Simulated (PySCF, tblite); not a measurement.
# C6H7N2−: a rotation path, then NMR shifts on frames, part 1 of 2

How do NMR shifts of C6H7N2− (`C=CCc1cn[n-]c1`) change as the atoms move?

Computed with tblite 0.8.0 and PySCF 2.14.0, with density-fitted response routines of our own, on a single molecule in the gas phase. Atoms count from 0, in the outputs and in this text.

### Step 1. The starting structure

15 atoms, charge -1, multiplicity 1; geometry from: GFN2-xTB.

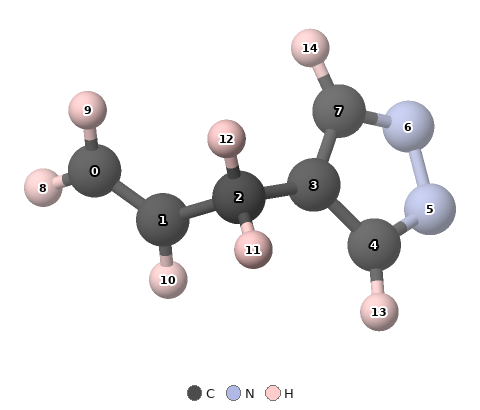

As it starts; carbon dark grey, nitrogen light blue, hydrogen pink, atoms numbered; sticks join atoms by distance.

### Step 2. The rotation path with GFN2-xTB

What the job is given:

```
{"job": {"kind": "neb", "xc": "GFN2-xTB", "basis": "xTB", "atoms": [7, 3, 2, 1], "turn": 120}, "charge": -1, "multiplicity": 1}
C      1.509106    -1.516139     1.330377
C      0.522283    -1.382187     0.458349
C      0.550831    -0.509435    -0.749434
C     -0.432562     0.606866    -0.532619
C     -1.781610     0.663069    -0.888389
N     -2.319313     1.820701    -0.507137
N     -1.368196     2.543204     0.104543
C     -0.240431     1.834084     0.104689
H      1.408437    -2.099436     2.233569
H      2.460349    -1.026908     1.187021
H     -0.427047    -1.872324     0.642892
H      0.256877    -1.084353    -1.637066
H      1.559828    -0.111753    -0.906012
H     -2.369714    -0.082767    -1.409581
H      0.666749     2.225367     0.546886
```

With the program's defaults for keys left out, this is: GFN2-xTB climbing-image nudged elastic band, gas phase.

On the command line:

```console
$ OMP_NUM_THREADS=1 python probes_run.py task.json out
```

One launch serves the whole session: the jobs run in the order shown.

Log:

```text
image   E - E0 / eV
  0      -0.0000
  1       0.0069
  2       0.0260
  3       0.0498
  4       0.0557
  5       0.0416
  6       0.0217
  7       0.0064
  8      -0.0001
```

Wall time 2.2 s (1 thread of Arm Neoverse V2, shared host); peak memory 0.18 GiB.

The final band, with the dihedral C7–C3–C2–C1:

```csv
image,dihedral (°),energy (eV),energy (kcal/mol)
0,87,0.000,0.0
1,106,0.007,0.2
2,128,0.026,0.6
3,149,0.050,1.1
4,171,0.056,1.3
5,192,0.042,1.0
6,214,0.022,0.5
7,235,0.006,0.1
8,257,0.000,0.0
```

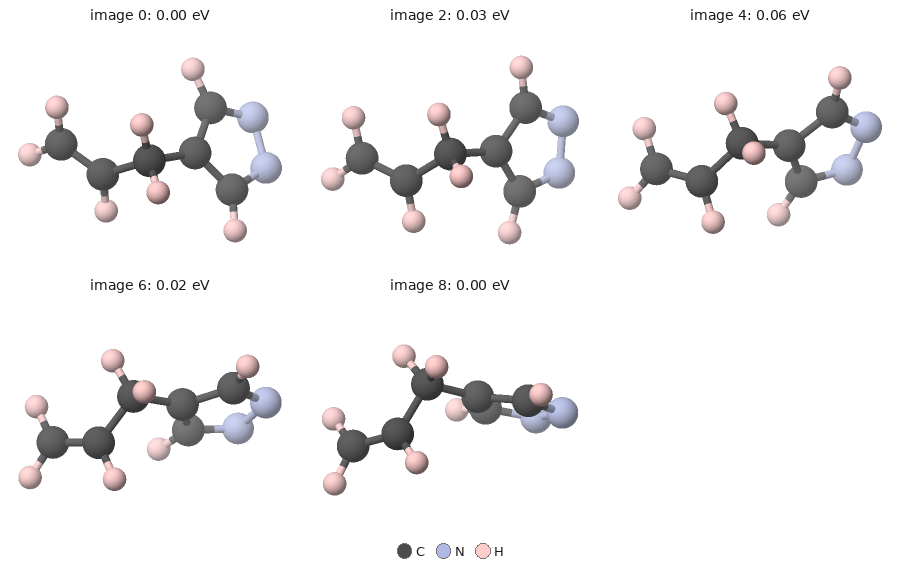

Images along the band.

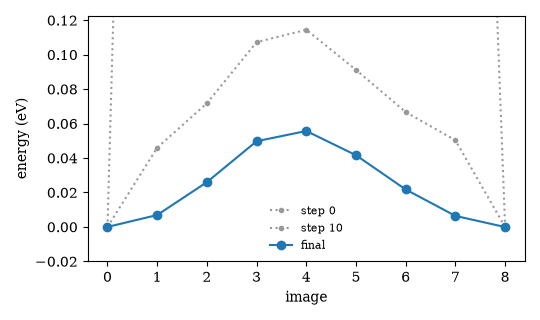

Energy along the band, early and final.

### Step 3. Nuclear shieldings: image 0, PBE0/pcSseg-1

What the job is given:

```
{"job": {"kind": "nmr", "xc": "PBE0", "basis": "pcSseg-1", "pop": false}, "charge": -1, "multiplicity": 1}
C      1.509100    -1.516100     1.330400
C      0.522300    -1.382200     0.458300
C      0.550800    -0.509400    -0.749400
C     -0.432600     0.606900    -0.532600
C     -1.781600     0.663100    -0.888400
N     -2.319300     1.820700    -0.507100
N     -1.368200     2.543200     0.104500
C     -0.240400     1.834100     0.104700
H      1.408400    -2.099400     2.233600
H      2.460300    -1.026900     1.187000
H     -0.427000    -1.872300     0.642900
H      0.256900    -1.084400    -1.637100
H      1.559800    -0.111800    -0.906000
H     -2.369700    -0.082800    -1.409600
H      0.666700     2.225400     0.546900
```

Level: GIAO PBE0/pcSseg-1 NMR shielding, non-relativistic, gas phase.

Log:

```text
coarse grid: 12984 points
cycle   1  E = -341.7537204428  dE =  1.307e+00  |g| = 5.078e-01  |ddm| = 3.750e+00
cycle   2  E = -341.7544778496  dE = -7.574e-04  |g| = 5.655e-01  |ddm| = 1.852e+00
cycle   3  E = -341.8352184220  dE = -8.074e-02  |g| = 1.167e-01  |ddm| = 9.416e-01
cycle   4  E = -341.8371470554  dE = -1.929e-03  |g| = 6.641e-02  |ddm| = 1.499e-01
cycle   5  E = -341.8381528069  dE = -1.006e-03  |g| = 1.321e-02  |ddm| = 9.062e-02
cycle   6  E = -341.8381863321  dE = -3.353e-05  |g| = 6.078e-03  |ddm| = 1.778e-02
cycle   7  E = -341.8381952611  dE = -8.929e-06  |g| = 1.278e-03  |ddm| = 5.647e-03
final grid: 126840 points
cycle   8  E = -341.8835673297  dE = -3.476e-05  |g| = 7.325e-03  |ddm| = 3.391e-02
cycle   9  E = -341.8835650940  dE =  2.236e-06  |g| = 8.122e-03  |ddm| = 1.799e-02
cycle  10  E = -341.8835808165  dE = -1.572e-05  |g| = 1.503e-03  |ddm| = 9.441e-03
cycle  11  E = -341.8835813396  dE = -5.232e-07  |g| = 3.350e-04  |ddm| = 1.794e-03
cycle  12  E = -341.8835813637  dE = -2.403e-08  |g| = 1.052e-04  |ddm| = 4.439e-04
cycle  13  E = -341.8835813661  dE = -2.428e-09  |g| = 2.475e-05  |ddm| = 1.042e-04
cycle  14  E = -341.8835813662  dE = -1.335e-10  |g| = 7.284e-06  |ddm| = 2.957e-05
converged SCF energy = -341.8835813662

GIAO shielding tensors (ppm)
atom      isotropic    diamagn.    paramagn.     s11        s22        s33       span
  0 C       83.815     253.931    -170.117    -13.155    109.014    155.586    168.741
  1 C       29.796     255.290    -225.495   -100.771     41.784    148.375    249.147
  2 C      147.949     243.346     -95.398    132.937    145.985    164.924     31.986
  3 C       76.818     256.458    -179.640      4.973     75.585    149.894    144.921
  4 C       50.763     248.130    -197.367    -45.940     82.252    115.977    161.917
  5 N     -107.420     333.849    -441.269   -339.364   -152.632    169.738    509.101
  6 N     -111.552     333.796    -445.348   -348.661   -156.520    170.524    519.185
  7 C       49.177     247.911    -198.734    -49.591     77.550    119.572    169.163
  8 H       27.549      30.157      -2.608     24.987     26.036     31.624      6.636
  9 H       27.172      32.172      -5.000     24.148     26.396     30.971      6.823
 10 H       25.404      32.112      -6.707     21.370     25.549     29.294      7.924
 11 H       28.337      30.094      -1.757     24.248     27.806     32.958      8.710
 12 H       28.473      31.418      -2.945     25.036     28.118     32.264      7.228
 13 H       24.675      32.452      -7.777     23.048     23.655     27.321      4.273
 14 H       24.566      32.871      -8.305     22.890     23.180     27.629      4.739
```

It took 15 s on 1 thread of Arm Neoverse V2, shared host; peak memory 0.77 GiB.

Shifts follow as δ = σ(reference) − σ, with reference shieldings (ppm) from runs at the same level and on the same kind of geometry: 1H TMS 31.72, 13C TMS 186.9, 15N NH3 267.7. The references are single molecules in the gas phase, so shifts against H2O, NH3, PH3, H3PO4 or CFCl3 are not on the usual liquid scales and can be off by tens of ppm. Each atom is listed at this fixed geometry, with no averaging over motion; a spectrum would average atoms that exchange fast.

```csv
atoms,environment,σ (ppm),δ (ppm)
C1,alkene CH,29.8,157.1
C7,aromatic CH next to a ring nitrogen,49.2,137.7
C4,aromatic CH next to a ring nitrogen,50.8,136.2
C3,substituted aromatic carbon,76.8,110.1
C0,terminal =CH2 carbon,83.8,103.1
C2,sp3 CH2 on an aromatic ring,147.9,39.0
H14,hydrogen on an aromatic CH next to a ring nitrogen,24.57,7.15
H13,hydrogen on an aromatic CH next to a ring nitrogen,24.67,7.04
H10,hydrogen on an alkene CH,25.40,6.31
H9,hydrogen on a terminal =CH2 carbon,27.17,4.54
H8,hydrogen on a terminal =CH2 carbon,27.55,4.17
H11,hydrogen on an sp3 CH2 on an aromatic ring,28.34,3.38
H12,hydrogen on an sp3 CH2 on an aromatic ring,28.47,3.24
N6,pyridine-type nitrogen of an azole,-111.6,379.3
N5,pyridine-type nitrogen of an azole,-107.4,375.1
```

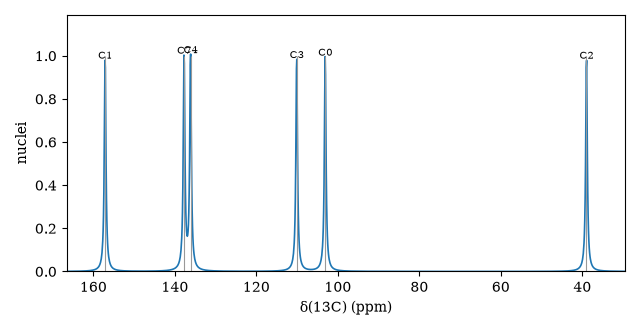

13C lines at the computed shifts, without couplings. Lines are broadened to a width of 0.47 ppm (Lorentzian).

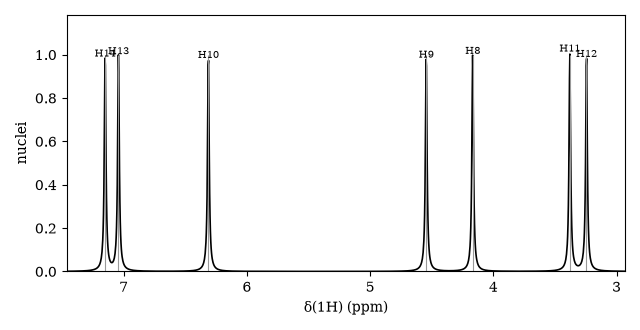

1H lines at the computed shifts, without couplings. Lines are broadened to a width of 0.02 ppm (Lorentzian).

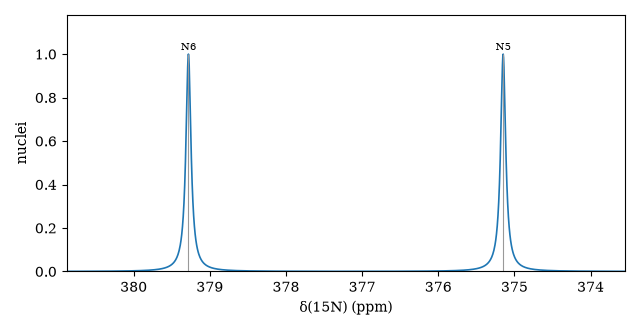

15N lines at the computed shifts, without couplings. Lines are broadened to a width of 0.08 ppm (Lorentzian).

Ring of atoms C3, C4, N5, N6, C7: NICS(0) -11.8, NICS(1) -12.5, NICS(1)zz -32.9 ppm (means of both faces).

### Step 4. NMR shieldings: image 2, PBE0/pcSseg-1

What the job is given:

```
{"job": {"kind": "nmr", "xc": "PBE0", "basis": "pcSseg-1", "pop": false}, "charge": -1, "multiplicity": 1}
C      1.288300    -1.714500     1.330100
C      0.507700    -1.444400     0.296400
C      0.719100    -0.351400    -0.693400
C     -0.356800     0.683400    -0.485000
C     -1.743300     0.513000    -0.435000
N     -2.353300     1.681300    -0.238500
N     -1.415300     2.635600    -0.161500
C     -0.221300     2.059300    -0.296600
H      1.039300    -2.475100     2.056100
H      2.206500    -1.173900     1.505000
H     -0.415800    -1.997200     0.167800
H      0.664700    -0.758900    -1.716300
H      1.706300     0.105100    -0.557700
H     -2.319700    -0.399200    -0.525200
H      0.689200     2.645000    -0.268000
```

Level: GIAO PBE0/pcSseg-1 NMR shielding, non-relativistic, gas phase.

Log:

```text
coarse grid: 12984 points
cycle   1  E = -341.7522515692  dE =  1.306e+00  |g| = 5.077e-01  |ddm| = 3.765e+00
cycle   2  E = -341.7527291822  dE = -4.776e-04  |g| = 5.664e-01  |ddm| = 1.888e+00
cycle   3  E = -341.8334860440  dE = -8.076e-02  |g| = 1.194e-01  |ddm| = 9.667e-01
cycle   4  E = -341.8355254867  dE = -2.039e-03  |g| = 6.785e-02  |ddm| = 1.596e-01
cycle   5  E = -341.8365845961  dE = -1.059e-03  |g| = 1.273e-02  |ddm| = 9.458e-02
cycle   6  E = -341.8366151149  dE = -3.052e-05  |g| = 6.024e-03  |ddm| = 1.701e-02
cycle   7  E = -341.8366238553  dE = -8.740e-06  |g| = 1.274e-03  |ddm| = 5.574e-03
final grid: 126840 points
cycle   8  E = -341.8817475692  dE = -3.742e-05  |g| = 6.989e-03  |ddm| = 3.531e-02
cycle   9  E = -341.8817466837  dE =  8.855e-07  |g| = 7.412e-03  |ddm| = 1.657e-02
cycle  10  E = -341.8817603443  dE = -1.366e-05  |g| = 8.402e-04  |ddm| = 8.266e-03
cycle  11  E = -341.8817604830  dE = -1.387e-07  |g| = 3.507e-04  |ddm| = 1.091e-03
cycle  12  E = -341.8817605087  dE = -2.577e-08  |g| = 1.171e-04  |ddm| = 4.773e-04
cycle  13  E = -341.8817605119  dE = -3.150e-09  |g| = 2.425e-05  |ddm| = 1.322e-04
cycle  14  E = -341.8817605120  dE = -1.314e-10  |g| = 5.956e-06  |ddm| = 2.900e-05
converged SCF energy = -341.8817605120

GIAO shielding tensors (ppm)
atom      isotropic    diamagn.    paramagn.     s11        s22        s33       span
  0 C       80.629     253.538    -172.909    -20.266    107.314    154.840    175.107
  1 C       31.225     256.120    -224.895   -100.145     39.763    154.059    254.204
  2 C      147.626     242.892     -95.266    134.550    146.858    161.469     26.919
  3 C       75.641     257.425    -181.784      3.560     74.057    149.305    145.744
  4 C       53.267     248.311    -195.044    -44.884     77.295    127.392    172.276
  5 N     -109.248     334.030    -443.277   -340.290   -160.519    173.067    513.357
  6 N     -103.975     333.937    -437.912   -339.995   -149.827    177.898    517.894
  7 C       51.819     246.948    -195.129    -41.851     85.049    112.259    154.110
  8 H       27.303      29.984      -2.681     24.862     25.742     31.304      6.442
  9 H       27.130      31.975      -4.844     24.394     25.886     31.111      6.717
 10 H       24.892      32.525      -7.632     21.984     23.898     28.796      6.812
 11 H       27.896      29.332      -1.436     24.550     26.050     33.087      8.537
 12 H       28.606      31.742      -3.136     24.575     29.199     32.045      7.470
 13 H       24.530      32.810      -8.280     22.679     23.079     27.831      5.153
 14 H       24.700      32.278      -7.578     23.443     23.561     27.095      3.652
```

Wall time 15 s (1 thread of Arm Neoverse V2, shared host); peak memory 0.79 GiB.

This run: δ C1 155.7, C7 135.1, C4 133.7, C3 111.3, H13 7.19, H14 7.02 ppm.

(Continued in part 2 of 2.)
